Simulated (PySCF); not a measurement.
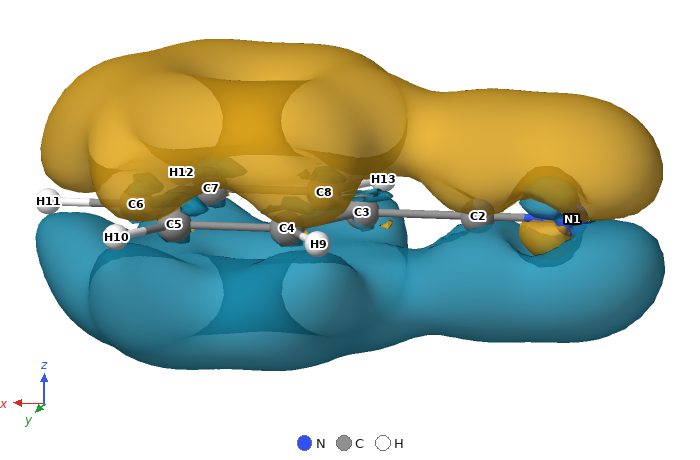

C$_{7}$H$_{5}$N, SMILES `N#Cc1ccccc1`. Change of the electron density in a uniform field of 0.51 V/Å, surfaces at ±0.0015 e/Å³ (yellow: gain, teal: loss).

Method: PBE0/6-31+G*; geometry: GFN2-xTB; program: PySCF. No frequency check shows the geometry to be a minimum. The basis has diffuse s and p functions alone, which still leaves polarisabilities too small, most of all across bonds.

The field was applied in both directions; the picture shows the one opposite to the script's first.

Along which Cartesian direction does the field point?

Along −z: electrons gather on the +z side, against the field.

What dipole is induced, and what polarisability does it imply?

The induced dipole is 1.12 D (along the field); α along this axis, from the fields in both directions, is 44 bohr³ (6.6 Å³).
